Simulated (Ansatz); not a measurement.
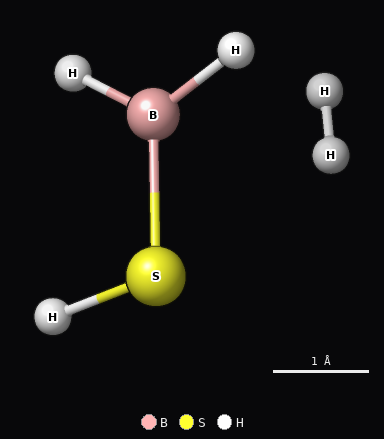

*The starting structure (ball-and-stick view, seen at a tilt).*

## Run report: BH₅S, nudged elastic band

System: BH₅S.
Method: RKS PBE0-D4/def2-SVP (Ansatz 0.2.0).

The run did not end well.

The input:
```yaml
crystal:
  periodic: [false, false, false]
  atoms:
    - {symbol: B, position_ang: [0.100098, -0.161750, -0.914767]}
    - {symbol: S, position_ang: [1.058470, 1.298993, -0.658810]}
    - {symbol: H, position_ang: [-1.084663, -0.116773, -1.018935]}
    - {symbol: H, position_ang: [0.714497, -1.180575, -0.979824]}
    - {symbol: H, position_ang: [-0.175659, -0.748582, 2.123574]}
    - {symbol: H, position_ang: [-0.679998, -1.298098, 2.089797]}
    - {symbol: H, position_ang: [0.067154, 2.206885, -0.641035]}
basis:
  gaussian: {orbitals: def2-SVP}
hamiltonian: {xc: pbe0, dispersion: d4}
neb:
  images: 5
  climbing: true
  max_iterations: 30
  initial_path: idpp
  final_atoms:
    - {symbol: B, position_ang: [-0.345679, -0.749565, -0.236240]}
    - {symbol: S, position_ang: [0.667537, 0.945594, -0.194646]}
    - {symbol: H, position_ang: [-1.053709, -0.554583, -1.194631]}
    - {symbol: H, position_ang: [-0.902712, -0.851287, 0.824654]}
    - {symbol: H, position_ang: [1.313613, 0.901850, 0.985441]}
    - {symbol: H, position_ang: [0.549265, -1.532234, -0.446689]}
    - {symbol: H, position_ang: [-0.228415, 1.840328, 0.262110]}
```

Launch command:
```bash
ansatz run in.yaml --threads 2 --pin off --events-out ev --progress --plain --max-ram 4352MiB
```

What the program printed:
```
Functional definition: PBE0
  name "PBE0"
  cite "Adamo & Barone, J. Chem. Phys. 110, 6158 (1999) doi:10.1063/1.478522"
  cite "Perdew, Burke & Ernzerhof, Phys. Rev. Lett. 77, 3865 (1996) doi:10.1103/PhysRevLett.77.3865"
  parent pbe
  parameter a = 0.25
  parameter kappa = 0.804
  parameter beta = 0.06672455060314922
  exchange = (1 - a)*pbe_x(kappa = kappa, mu = beta*pi^2/3) + a*exact_x
  correlation = pbe_c(beta = beta)
604 factors; integrals over basis functions are off by at most 4.6e-4 eV
mean field evaluation 1: about -11582.5491 eV, gradient 1.7e1 eV
mean field evaluation 2: about -11582.5797 eV, gradient 1.8e1 eV
mean field evaluation 4: about -11583.6723 eV, gradient 5.7e-1 eV
mean field evaluation 8: about -11583.6713 eV, gradient 5.7e-3 eV
mean field -11583.67133135 eV, -425.6920697325 hartree, gradient 1.6e-5 eV, S^2 0.000000; 0 other end points of the search recorded, 0 dependent functions left out
the calculation of the forces begins
reference -11583.67135397 eV, -425.6920705638 hartree; 13, 13 occupied and 44, 44 virtual orbitals, 604 factors
605 factors; integrals over basis functions are off by at most 1.1e-3 eV
mean field evaluation 16: about -11583.5355 eV, gradient 1.4e0 eV
mean field -11583.54133546 eV, -425.6872924718 hartree, gradient 1.9e-5 eV, S^2 0.000000; 0 other end points of the search recorded, 0 dependent functions left out
[... from here on the field's lines of each further geometry are left out, up to the last ...]
WARN: NEB end point (image 0): max|allowed force component| = 3.916e-1 eV/Å (the criterion of neb.relax_end_points is 1.000e-2). That is over neb.f_tol: it is no minimum, so the barrier can be far off. Relax it first
WARN: NEB end point (image 6): max|allowed force component| = 2.416e-1 eV/Å (the criterion of neb.relax_end_points is 1.000e-2). That is over neb.f_tol: it is no minimum, so the barrier can be far off. Relax it first
NEB iter   1: max|band force component| = 4.714e0 eV/Å  barrier→ = 6.8414 eV  barrier← = 6.7198 eV  Δτ_max = 0.2000 Å  (164 SCF iters)
NEB iter   2: max|band force component| = 3.646e0 eV/Å  barrier→ = 5.4723 eV  barrier← = 5.3507 eV  Δτ_max = 0.2000 Å  (137 SCF iters)
NEB iter   3: max|band force component| = 3.583e0 eV/Å  barrier→ = 4.1532 eV  barrier← = 4.0317 eV  Δτ_max = 0.2000 Å  (130 SCF iters)
NEB iter   4: max|band force component| = 4.115e0 eV/Å  barrier→ = 3.3813 eV  barrier← = 3.2598 eV  Δτ_max = 0.1998 Å  (122 SCF iters)
NEB iter   5: max|band force component| = 4.244e0 eV/Å  barrier→ = 2.7414 eV  barrier← = 2.6199 eV  Δτ_max = 0.1928 Å  (120 SCF iters)
NEB iter   6: max|band force component| = 2.273e0 eV/Å  barrier→ = 1.9449 eV  barrier← = 1.8234 eV  Δτ_max = 0.2000 Å  (119 SCF iters)
NEB iter   7: max|band force component| = 4.837e0 eV/Å  barrier→ = 1.8895 eV  barrier← = 1.7679 eV  Δτ_max = 0.1000 Å  (126 SCF iters)
NEB iter   8: max|band force component| = 1.226e0 eV/Å  barrier→ = 1.5465 eV  barrier← = 1.4249 eV  Δτ_max = 0.2000 Å  (120 SCF iters)
NEB iter   9: max|band force component| = 7.932e-1 eV/Å  barrier→ = 1.5823 eV  barrier← = 1.4608 eV  Δτ_max = 0.2000 Å  (121 SCF iters)
NEB iter  10: max|band force component| = 6.084e-1 eV/Å  barrier→ = 1.3991 eV  barrier← = 1.2776 eV  Δτ_max = 0.2000 Å  (123 SCF iters)
NEB iter  11: max|band force component| = 8.953e-1 eV/Å  barrier→ = 1.0502 eV  barrier← = 0.9286 eV  Δτ_max = 0.1008 Å  (121 SCF iters)
NEB iter  12: max|band force component| = 5.083e-1 eV/Å  barrier→ = 0.9617 eV  barrier← = 0.8401 eV  Δτ_max = 0.1012 Å  (118 SCF iters)
NEB iter  13: max|band force component| = 4.600e-1 eV/Å  barrier→ = 0.9782 eV  barrier← = 0.8567 eV  CI = image 5  Δτ_max = 0.1020 Å  (116 SCF iters)
NEB iter  14: max|band force component| = 4.645e-1 eV/Å  barrier→ = 0.9618 eV  barrier← = 0.8402 eV  CI = image 5  Δτ_max = 0.1009 Å  (120 SCF iters)
NEB iter  15: max|band force component| = 4.086e-1 eV/Å  barrier→ = 0.9006 eV  barrier← = 0.7790 eV  CI = image 5  Δτ_max = 0.1010 Å  (120 SCF iters)
NEB iter  16: max|band force component| = 4.982e-1 eV/Å  barrier→ = 0.8523 eV  barrier← = 0.7307 eV  CI = image 5  Δτ_max = 0.0505 Å  (116 SCF iters)
NEB iter  17: max|band force component| = 5.200e-1 eV/Å  barrier→ = 0.8490 eV  barrier← = 0.7274 eV  CI = image 5  Δτ_max = 0.0503 Å  (111 SCF iters)
NEB iter  18: max|band force component| = 6.834e-1 eV/Å  barrier→ = 0.8212 eV  barrier← = 0.6996 eV  CI = image 5  Δτ_max = 0.0501 Å  (111 SCF iters)
NEB iter  19: max|band force component| = 7.595e-1 eV/Å  barrier→ = 0.8022 eV  barrier← = 0.6806 eV  CI = image 5  Δτ_max = 0.0998 Å  (108 SCF iters)
NEB iter  20: max|band force component| = 7.912e-1 eV/Å  barrier→ = 0.7433 eV  barrier← = 0.6218 eV  CI = image 5  Δτ_max = 0.1993 Å  (111 SCF iters)
NEB iter  21: max|band force component| = 8.610e-1 eV/Å  barrier→ = 0.6732 eV  barrier← = 0.5517 eV  CI = image 5  Δτ_max = 0.0998 Å  (114 SCF iters)
NEB iter  22: max|band force component| = 9.704e-1 eV/Å  barrier→ = 0.5927 eV  barrier← = 0.4711 eV  CI = image 5  Δτ_max = 0.1000 Å  (114 SCF iters)
NEB iter  23: max|band force component| = 1.090e0 eV/Å  barrier→ = 0.5641 eV  barrier← = 0.4425 eV  CI = image 5  Δτ_max = 0.2000 Å  (112 SCF iters)
NEB iter  24: max|band force component| = 1.261e0 eV/Å  barrier→ = 0.6056 eV  barrier← = 0.4841 eV  CI = image 5  Δτ_max = 0.1910 Å  (120 SCF iters)
NEB iter  25: max|band force component| = 1.282e0 eV/Å  barrier→ = 0.6738 eV  barrier← = 0.5522 eV  CI = image 5  Δτ_max = 0.1900 Å  (114 SCF iters)
NEB iter  26: max|band force component| = 8.810e-1 eV/Å  barrier→ = 0.5804 eV  barrier← = 0.4588 eV  CI = image 5  Δτ_max = 0.2000 Å  (115 SCF iters)
NEB iter  27: max|band force component| = 9.537e-1 eV/Å  barrier→ = 0.5129 eV  barrier← = 0.3914 eV  CI = image 5  Δτ_max = 0.1912 Å  (113 SCF iters)
NEB iter  28: max|band force component| = 8.512e-1 eV/Å  barrier→ = 0.4431 eV  barrier← = 0.3215 eV  CI = image 5  Δτ_max = 0.1949 Å  (113 SCF iters)
NEB iter  29: max|band force component| = 9.685e-1 eV/Å  barrier→ = 0.3054 eV  barrier← = 0.1839 eV  CI = image 5  Δτ_max = 0.1967 Å  (111 SCF iters)
the calculation of the forces begins
reference -11583.61537846 eV, -425.6900135020 hartree; 13, 13 occupied and 44, 44 virtual orbitals, 604 factors
these checks for a lower state are left out or cut short: starts, cluster_reference, orbital_swaps, neighbouring_geometries, increment
604 factors; integrals over basis functions are off by at most 4.9e-4 eV
mean field -11583.46727569 eV, -425.6845708255 hartree, gradient 9.4e-6 eV, S^2 0.000000; 0 other end points of the search recorded, 0 dependent functions left out
the calculation of the forces begins
reference -11583.46729731 eV, -425.6845716198 hartree; 13, 13 occupied and 44, 44 virtual orbitals, 604 factors
NEB iter  30: max|band force component| = 9.506e-1 eV/Å  barrier→ = 0.1988 eV  barrier← = 0.0773 eV  CI = image 5  Δτ_max = 0.1952 Å  (111 SCF iters)
```

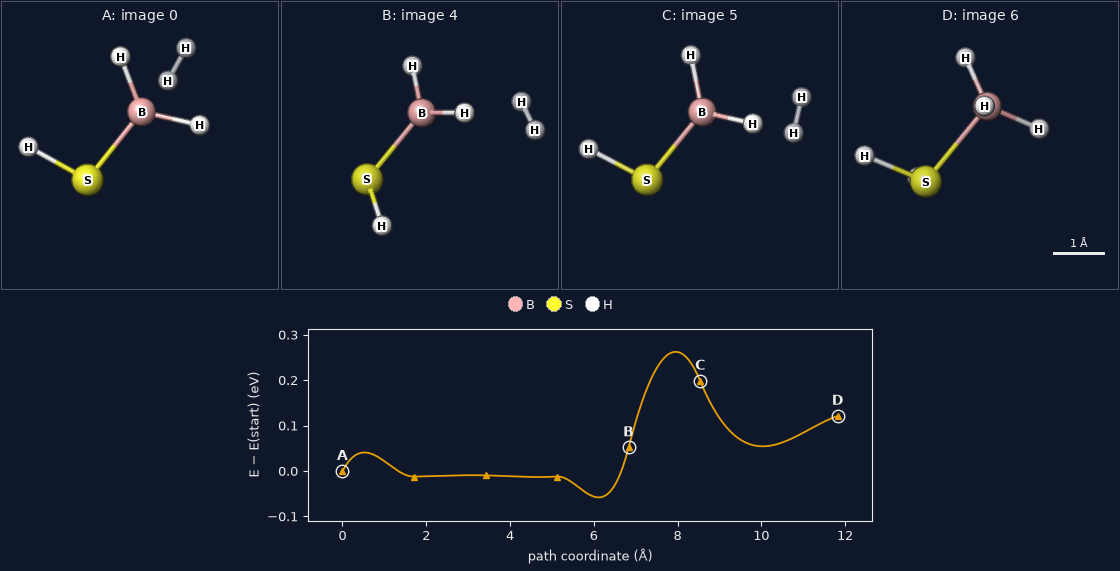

*Images of the last band (counted from 0; ball-and-stick, seen at a tilt) above the energy along the path; the line is a cubic interpolation that uses the forces.*

The highest image is number 5, 0.199 eV above the start and 0.077 eV above the end (the climbing image); the end lies 0.122 eV above the start. The path is 11.83 Å long. The band had not converged after 30 iterations. The end points carry forces over 0.1 eV/Å, so they aren't fully relaxed minima and the barriers are approximate.

```
Error: NEB band did not converge after 30 iterations: max|band force component| = 9.51e-1 eV/Å (threshold 5.0e-2); raise `neb.max_iterations` in a new run, which can start from the last band evaluated (`neb.initial_path`, with `crystal.atoms` and `neb.final_atoms` set to its first and last images), add images, or start from endpoints closer to local minima. Where this run's directory can be resumed (`checkpoint.write`), a resume goes on for up to `neb.max_iterations` more; to start a new run from the last band, take its images' positions from the `neb_iteration` event of iteration 30 (`data.images[].positions_ang`), in the event stream of the run that computed that iteration (not this run's, if it was resumed behind it). With `checkpoint.write`, `steps/00-neb/state/checkpoint.json` in the run directory holds the last saved band, under `neb.evaluated.images[].positions_ang` (a band under a hybrid functional on support functions is neither saved nor resumed: `neb.initial_path` says where its path is): check the last entry of `neb.iterations` there, which is earlier than 30 if that iteration was not saved or its write failed. If the band's step has no `state` directory and holds `state.next`, a write was cut short, and the file is under `state.next` instead (behind a loss of power it can be under `state.prev`)
a run's events are kept only if it was started with --events-out <file>, and are in that file
```

The last band as extended XYZ (Å, eV, eV/Å):
```
7
Properties=species:S:1:pos:R:3:forces:R:3 image=0 energy=-11583.73494
B     0.1001   -0.1618   -0.9148    0.0937   0.1561   0.0306
S     1.0585    1.2990   -0.6588    0.2174  -0.0507   0.0194
H    -1.0847   -0.1168   -1.0189   -0.3306   0.0129  -0.0315
H     0.7145   -1.1806   -0.9798    0.1696  -0.2659  -0.0198
H    -0.1757   -0.7486    2.1236    0.3574   0.3916   0.0228
H    -0.6800   -1.2981    2.0898   -0.3550  -0.3872  -0.0246
H     0.0672    2.2069   -0.6410   -0.1526   0.1432   0.0030
7
Properties=species:S:1:pos:R:3:forces:R:3 image=1 energy=-11583.74708
B    -0.2196   -0.2553   -1.2399    0.0069   0.0182  -0.0065
S     0.6926    0.9945   -0.3800    0.0055  -0.0153   0.0051
H    -1.1652    0.0229   -1.9302   -0.0062  -0.0090   0.0018
H     0.1723   -1.3837   -1.0891   -0.0007  -0.0041  -0.0018
H     0.3067   -0.4968    2.4032   -0.0012   0.0022   0.0019
H     0.2260   -0.9637    2.9993    0.0001   0.0009  -0.0002
H    -0.0128    2.0822   -0.7633   -0.0044   0.0071  -0.0004
7
Properties=species:S:1:pos:R:3:forces:R:3 image=2 energy=-11583.74439
B    -0.6933   -0.2257   -1.1725    0.0090   0.0077   0.0165
S    -0.0626    1.0236   -0.0892   -0.0056  -0.0085  -0.0042
H    -0.8624   -0.0164   -2.3454    0.0010   0.0021  -0.0007
H    -0.9373   -1.2851   -0.6545   -0.0041  -0.0004  -0.0060
H     1.1754   -0.5133    2.3376   -0.0009   0.0002   0.0024
H     1.2829   -1.0137    2.9014    0.0011   0.0019  -0.0044
H     0.0972    2.0306   -0.9775   -0.0004  -0.0030  -0.0036
7
Properties=species:S:1:pos:R:3:forces:R:3 image=3 energy=-11583.74697
B    -0.8982   -0.2003   -0.7096    0.0198   0.0429   0.0370
S    -0.7390    1.3632    0.1094    0.0066  -0.0352  -0.0445
H    -0.4183   -0.3902   -1.7967   -0.0122  -0.0057  -0.0033
H    -1.5063   -1.0441   -0.1036   -0.0109  -0.0127  -0.0074
H     1.5571   -0.5899    1.5820    0.0032  -0.0007  -0.0014
H     2.0311   -1.1614    1.7507   -0.0048   0.0067  -0.0008
H    -0.0264    2.0228   -0.8323   -0.0018   0.0048   0.0204
7
Properties=species:S:1:pos:R:3:forces:R:3 image=4 energy=-11583.68281
B    -0.6578   -0.1653   -0.2277    0.1979  -0.2376  -0.2743
S    -0.9417    1.4912    0.2598   -0.3215   0.3934   0.4795
H    -0.1740   -0.5171   -1.2741   -0.1082   0.1184  -0.0200
H    -0.9907   -0.9420    0.6144   -0.0922  -0.2728   0.1421
H     1.5005   -1.2403    0.9910    0.0022  -0.0519   0.0764
H     1.8446   -0.8395    0.4471    0.1057   0.0367  -0.0469
H    -0.5809    2.2131   -0.8106    0.2160   0.0137  -0.3569
7
Properties=species:S:1:pos:R:3:forces:R:3 image=5 energy=-11583.53614
B    -0.4654   -0.0730   -0.3948   -0.2280  -0.3042   0.1623
S    -0.2829    1.6882   -0.2757    0.5200   0.1626  -0.9439
H     0.1124   -0.6506   -1.2806    0.1248   0.2148   0.0351
H    -1.1329   -0.7057    0.3873   -0.2226   0.1249  -0.1409
H     1.4459   -1.4609    0.7606   -0.0280  -0.2590   0.2352
H     1.6770   -0.8529    0.3820    0.1856   0.2008  -0.0693
H    -1.3540    2.0550    0.4212   -0.3518  -0.1399   0.7215
7
Properties=species:S:1:pos:R:3:forces:R:3 image=6 energy=-11583.61339
B    -0.2790   -0.7757   -0.2400    0.0490   0.0420  -0.0176
S     0.7334    0.9129   -0.0800    0.1649  -0.0493  -0.1787
H    -0.6204   -0.7141   -1.3965   -0.0802  -0.0007  -0.2416
H    -1.1599   -0.7353    0.5776   -0.2132   0.0004   0.1913
H     0.9493    1.0309    1.2435    0.0480   0.0258   0.2091
H     0.6015   -1.5767   -0.0371    0.1752  -0.1793   0.0422
H    -0.2249    1.8581   -0.0675   -0.1439   0.1610  -0.0046
```

Outcome:

```tsv
quantity	value
outcome	not converged
barrier, forward (band not converged)	0.199 eV
barrier, backward	0.077 eV
hardware	2 threads of Arm Neoverse V1, 23 GiB of memory available, shared host
wall time	94 s (CPU time 2.9 min)
peak memory	0.34 GiB
```

What went wrong:

The input was spoiled on purpose: end atoms swapped. The run did not converge: “NEB band did not converge after 30 iterations: max|band force component| = 9.51e-1 eV/Å (threshold 5.0e-2); raise `neb.max_iterations` in a new run, which can start from the last band evaluated (`neb.initial_path`, with `crystal.atoms` and `neb.final_atoms` set to its first and last images), add images, or start from endpoints closer to local minima …” Its last values are not results.
